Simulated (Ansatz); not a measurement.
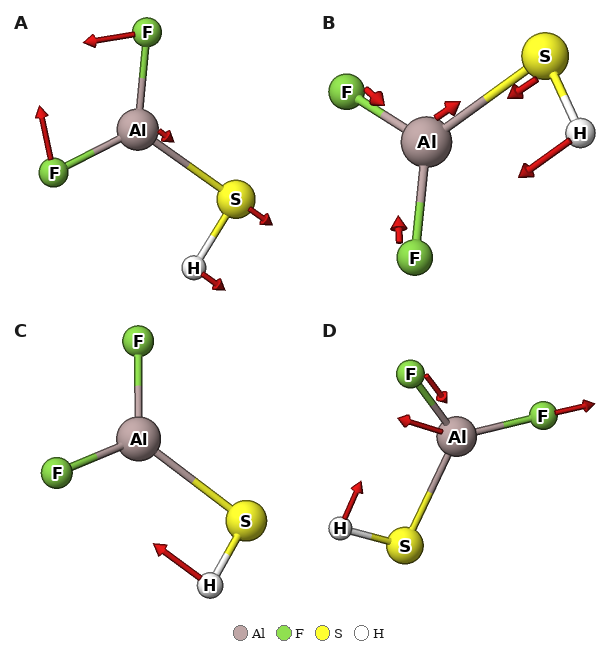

4 normal modes of one molecule or complex, as arrows. Harmonic vibrations computed with RKS PBE0-D4/def2-TZVP (Ansatz 0.2.0) at a stationary point of the same level.

Question: Match the panels to the wavenumbers 228 cm⁻¹, 482 cm⁻¹, 668 cm⁻¹, 943 cm⁻¹.

Answer: A: 228 cm⁻¹, F–Al–F bending
B: 482 cm⁻¹, Al–S stretching
C: 668 cm⁻¹, Al–S–H bending
D: 943 cm⁻¹, out-of-phase stretching of 2 Al–F bonds
